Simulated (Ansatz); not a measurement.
CH5GeNO: geometry relaxation (part 2 of 2)

The same run, continued: CH5GeNO, SMILES C[O][Ge][NH2]; RKS PBE-D4/def2-SVP (Ansatz 0.2.0). The geometry: force-field start.

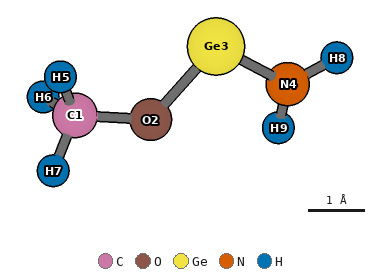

**Figure 1.** The geometry at step 12 of the log (ball-and-stick view, seen at a tilt; atoms are numbered from 1 in the order of the input).

**Trajectory as extended XYZ, continued**
```
9
Properties=species:S:1:pos:R:3:forces:R:3 step=6 energy=-61149.40411
C     0.3487    0.9981   -1.0552    0.1777  -0.0243   0.0860
O     0.9146    0.2854    0.0381   -0.0889   0.0513  -0.4702
Ge    0.4763   -1.5159   -0.0357   -0.2953   0.2675   0.6081
N    -0.4141   -1.3898    1.6241   -0.7592   0.2004  -0.5164
H     0.4969    0.4976   -2.0471    0.0410   0.0197   0.0274
H    -0.7543    1.1528   -0.9427    0.0327   0.0041   0.0398
H     0.8059    2.0062   -1.1257    0.0969   0.0429   0.0118
H    -1.4250   -1.6728    1.5520    0.9281  -0.0774   0.4500
H    -0.3604   -0.4078    1.9749   -0.1330  -0.4843  -0.2365
9
Properties=species:S:1:pos:R:3:forces:R:3 step=7 energy=-61149.53402
C     0.3693    1.0191   -1.0788    0.0625   0.0270   0.0839
O     0.9109    0.2910    0.0102   -0.1377  -0.0644  -0.1946
Ge    0.4154   -1.4945   -0.0379   -0.1155   0.0595   0.3380
N    -0.4185   -1.3825    1.6325   -0.8766  -0.1127  -0.5130
H     0.5126    0.5178   -2.0688    0.0398   0.0197  -0.0342
H    -0.7317    1.1901   -0.9645    0.0586   0.0565  -0.0244
H     0.8488    2.0187   -1.1382    0.0668   0.0136  -0.0029
H    -1.3789   -1.8084    1.6842    1.0098   0.1631   0.2905
H    -0.4392   -0.3977    1.9443   -0.1076  -0.1623   0.0567
9
Properties=species:S:1:pos:R:3:forces:R:3 step=8 energy=-61149.66082
C     0.3783    1.0488   -1.1189    0.2417   0.1369  -0.0517
O     0.8320    0.2948   -0.0138   -0.1396   0.0841  -0.0638
Ge    0.3762   -1.4864   -0.0324   -0.1667  -0.1145   0.1796
N    -0.4297   -1.3911    1.6379   -0.7858  -0.1413  -0.1862
H     0.5405    0.5493   -2.1076    0.0066  -0.0332   0.0077
H    -0.7110    1.2869   -1.0526   -0.0011   0.0306   0.0058
H     0.9238    2.0184   -1.1577   -0.0022  -0.0330   0.0204
H    -1.3035   -1.9336    1.8207    0.8422   0.1429   0.0830
H    -0.5180   -0.4333    2.0073    0.0049  -0.0724   0.0052
9
Properties=species:S:1:pos:R:3:forces:R:3 step=9 energy=-61149.75011
C     0.3963    1.0715   -1.1423    0.0433   0.0378  -0.0055
O     0.7645    0.2932   -0.0248   -0.0729   0.1201  -0.0557
Ge    0.3167   -1.4877   -0.0469   -0.0486  -0.0676   0.0380
N    -0.4521   -1.3739    1.6203   -1.1069  -0.5901   0.3059
H     0.5627    0.5583   -2.1235    0.0334   0.0291   0.0059
H    -0.6868    1.3466   -1.1024    0.0428   0.0778  -0.0679
H     0.9771    2.0221   -1.1564    0.0141  -0.0876   0.0135
H    -1.1999   -2.0442    1.9431    1.0408   0.6132  -0.2095
H    -0.5900   -0.4322    2.0159    0.0541  -0.1325  -0.0248
9
Properties=species:S:1:pos:R:3:forces:R:3 step=10 energy=-61149.83430
C     0.4041    1.1083   -1.1968    0.0174   0.0983  -0.0676
O     0.6139    0.3340   -0.0396   -0.1739  -0.1137   0.0698
Ge    0.2096   -1.4634   -0.0516   -0.1326   0.1162   0.1827
N    -0.4540   -1.4218    1.6750   -0.6512  -0.3467   0.0980
H     0.6537    0.5783   -2.1519    0.0060   0.0099   0.0484
H    -0.6653    1.4386   -1.2783    0.1866   0.0170  -0.0263
H     1.0345    2.0279   -1.1529   -0.0507  -0.0971  -0.0071
H    -1.1333   -2.1328    2.0288    0.7537   0.4383  -0.2009
H    -0.5748   -0.5153    2.1502    0.0448  -0.1220  -0.0969
9
Properties=species:S:1:pos:R:3:forces:R:3 step=11 energy=-61149.91308
C     0.4140    1.1239   -1.2154   -0.1821   0.1000   0.0323
O     0.4708    0.3525   -0.0295   -0.1430   0.0741  -0.2913
Ge    0.0860   -1.4453   -0.0778   -0.0144   0.1261   0.1923
N    -0.4597   -1.4266    1.6815   -0.5201  -0.5131   0.1793
H     0.7099    0.5686   -2.1440   -0.0175   0.0010   0.1328
H    -0.6272    1.5204   -1.3882    0.3306  -0.0781   0.0100
H     1.0887    2.0092   -1.1305   -0.0383  -0.1355   0.0398
H    -0.9814   -2.2156    2.1180    0.5023   0.5367  -0.2561
H    -0.6127   -0.5333    2.1688    0.0825  -0.1111  -0.0391
9
Properties=species:S:1:pos:R:3:forces:R:3 step=12 energy=-61149.98015
C     0.4068    1.1419   -1.2391   -0.0398   0.1368  -0.1723
O     0.2768    0.3868   -0.0631   -0.0917  -0.0592   0.0880
Ge    0.0330   -1.4306   -0.0679    0.0098   0.0913  -0.0280
N    -0.4837   -1.4394    1.6904   -0.2023  -0.2079   0.1758
H     0.7405    0.5536   -2.1308   -0.0146  -0.0298   0.0508
H    -0.5629    1.6299   -1.5154    0.1125  -0.0482   0.0201
H     1.1481    1.9618   -1.0936   -0.0015  -0.0592   0.0376
H    -0.8505   -2.2723    2.1705    0.1835   0.1944  -0.1184
H    -0.6197   -0.5779    2.2320    0.0442  -0.0181  -0.0536
9
Properties=species:S:1:pos:R:3:forces:R:3 step=13 energy=-61150.00234
C     0.3981    1.1483   -1.2443   -0.0846   0.0299   0.1380
O     0.0866    0.4476   -0.0565    0.0066  -0.0012  -0.1699
Ge   -0.0137   -1.3780   -0.0857    0.0357  -0.1013   0.0732
N    -0.4894   -1.4533    1.6830   -0.0339   0.0523  -0.0697
H     0.7273    0.4894   -2.0855    0.0109   0.0032   0.0361
H    -0.4892    1.7206   -1.6016    0.0362   0.0363  -0.0219
H     1.2134    1.8793   -1.0443    0.0076   0.0047  -0.0519
H    -0.6819   -2.3090    2.2072   -0.0106   0.0193  -0.0061
H    -0.6628   -0.5912    2.2105    0.0321  -0.0433   0.0722
9
Properties=species:S:1:pos:R:3:forces:R:3 step=14 energy=-61150.00005 accepted=F
C     0.3852    1.1575   -1.2537    0.0968  -0.1642  -0.0711
O     0.0459    0.4348   -0.0941   -0.0139   0.0891   0.0691
Ge    0.0648   -1.3934   -0.0510   -0.0797   0.0326  -0.0355
N    -0.5213   -1.4440    1.6843    0.0356  -0.0771   0.0765
H     0.7197    0.4981   -2.0931   -0.0009   0.0675  -0.0320
H    -0.4794    1.7533   -1.6258   -0.0360  -0.0071   0.0401
H     1.2135    1.8720   -1.0450    0.0089   0.0083   0.0236
H    -0.7281   -2.3118    2.1844    0.0656   0.0005  -0.0086
H    -0.6118   -0.6128    2.2770   -0.0764   0.0504  -0.0621
9
Properties=species:S:1:pos:R:3:forces:R:3 step=15 energy=-61150.00891
C     0.3922    1.1509   -1.2484   -0.0258   0.0125   0.0242
O     0.0521    0.4378   -0.0812    0.0032  -0.0036  -0.0374
Ge    0.0215   -1.3914   -0.0706    0.0054  -0.0131   0.0362
N    -0.5015   -1.4486    1.6850   -0.0069  -0.0014  -0.0218
H     0.7151    0.4975   -2.0960    0.0007   0.0036   0.0044
H    -0.4750    1.7531   -1.6063    0.0184   0.0086  -0.0058
H     1.2251    1.8602   -1.0380   -0.0009  -0.0034  -0.0116
H    -0.6719   -2.3094    2.2085    0.0001   0.0058  -0.0011
H    -0.6692   -0.5964    2.2298    0.0059  -0.0090   0.0129
9
Properties=species:S:1:pos:R:3:forces:R:3 step=16 energy=-61150.00952
C     0.3897    1.1525   -1.2518    0.0007   0.0038  -0.0057
O     0.0356    0.4389   -0.0904   -0.0060  -0.0119   0.0143
Ge    0.0432   -1.3908   -0.0571    0.0161   0.0029  -0.0426
N    -0.5055   -1.4487    1.6884    0.0011   0.0018  -0.0059
H     0.7010    0.4983   -2.1030   -0.0010   0.0007  -0.0010
H    -0.4650    1.7734   -1.6070    0.0026   0.0004   0.0012
H     1.2360    1.8458   -1.0402   -0.0008  -0.0036  -0.0001
H    -0.6607   -2.3142    2.2082   -0.0045  -0.0017   0.0180
H    -0.6857   -0.6014    2.2357   -0.0082   0.0076   0.0218
9
Properties=species:S:1:pos:R:3:forces:R:3 step=17 energy=-61150.00968
C     0.3886    1.1521   -1.2516   -0.0007  -0.0004   0.0007
O     0.0302    0.4366   -0.0923   -0.0004   0.0004  -0.0002
Ge    0.0541   -1.3925   -0.0566    0.0023   0.0001  -0.0028
N    -0.5049   -1.4483    1.6870   -0.0010   0.0014   0.0038
H     0.6932    0.4990   -2.1060   -0.0005   0.0003  -0.0004
H    -0.4621    1.7808   -1.6022   -0.0003   0.0013  -0.0007
H     1.2405    1.8380   -1.0388    0.0015  -0.0001  -0.0007
H    -0.6560   -2.3116    2.2122   -0.0005  -0.0015   0.0014
H    -0.6951   -0.6005    2.2312   -0.0004  -0.0014  -0.0011
```

This output came from the following input.

**Input**
```yaml
crystal:
  periodic: [false, false, false]
  atoms:
    - {symbol: C, position_ang: [0.333200, 0.879600, -1.046400]}
    - {symbol: O, position_ang: [1.128100, 0.404500, -0.066700]}
    - {symbol: Ge, position_ang: [0.662300, -1.321300, 0.157000]}
    - {symbol: N, position_ang: [-0.563200, -1.448100, 1.464600]}
    - {symbol: H, position_ang: [0.429400, 0.386400, -2.043500]}
    - {symbol: H, position_ang: [-0.780700, 0.899500, -0.740400]}
    - {symbol: H, position_ang: [0.569800, 1.993100, -1.217700]}
    - {symbol: H, position_ang: [-1.414400, -0.888700, 1.115600]}
    - {symbol: H, position_ang: [-0.276000, -0.951300, 2.360400]}
basis:
  gaussian: {orbitals: def2-SVP}
hamiltonian: {xc: pbe, dispersion: d4}
relax: {f_tol: 0.03, max_steps: 200}
```

Launch command:
```bash
ansatz run in.yaml --threads 4 --pin off --events-out ev --progress --plain --max-ram 10444MiB
```

**Results in brief**

```json
{"quantity": "outcome", "value": "converged"}
{"quantity": "total energy", "value": "−61150.0097 eV"}
{"quantity": "mean-field energy", "value": "−61149.8496 eV"}
{"quantity": "dispersion energy", "value": "−0.1601 eV"}
{"quantity": "SCF solution under orbital rotations", "value": "stable"}
{"quantity": "largest force (length of the vector) at the end", "value": "0.004 eV/Å"}
{"quantity": "dipole moment", "value": "0.81 D"}
{"quantity": "hardware", "value": "4 threads of Arm Neoverse V1, 23 GiB of memory available, shared host"}
{"quantity": "wall time", "value": "19 s (CPU time 65 s)"}
{"quantity": "peak memory", "value": "0.15 GiB"}
```
